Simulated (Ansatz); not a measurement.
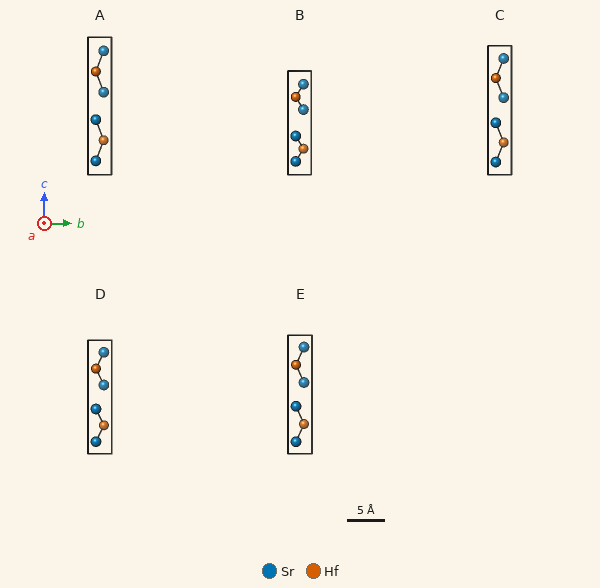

5 geometries from one relaxation of crystalline Sr2Hf (built on the 2H molybdenite_194 type) (coarse preliminary run), in shuffled order. The picture is a ball-and-stick view of the cell of the calculation, seen along the a axis.

Case: 2H molybdenite type (P6_3/mmc, No. 194).

Computed with DFT PBE, scalar-relativistic, plane waves, PAW in Ansatz. Settings: plane-wave cutoff 420 eV; k-point mesh 6 × 6 × 2; occupations gaussian; smearing width 0.1 eV; no spin polarisation; cell and atoms relaxed; force threshold 0.04 eV/Å; at most 70 steps.

Put them in the order of the run, from the start to the converged end.

Answer. B, D, E, C, A. They are steps 0, 2, 3, 5, 11, at +1643 meV per atom, +344 meV per atom, +159 meV per atom, +36.4 meV per atom relative to the last. The largest moves relative to the cell, 0.52 Å, are those of Sr atoms. Hf stays in place. The volume changes by +37.0 %, with a = b 3.615 → 3.676 Å (+1.7 %), c 14.063 → 18.648 Å (+32.6 %). Among the contacts that change: Sr–Sr 3.445 → 5.602 Å, Hf–Sr 2.706 → 3.514 Å, Hf–Hf 3.615 → 3.676 Å, Sr–Sr 3.615 → 3.676 Å. The space group stays P6_3/mmc (No. 194). The energy falls by 1643 meV per atom in 9 accepted moves (11 points after the start). The largest force component goes from 5.9 to 0.0081 eV/Å. Pressure: 27.28 GPa at the start and −0.07 GPa at the end. The SCF was repeated twice at an unchanged geometry on a basis and grid sized afresh for the cell, which shifted the energy by 18.3 meV per atom at most.
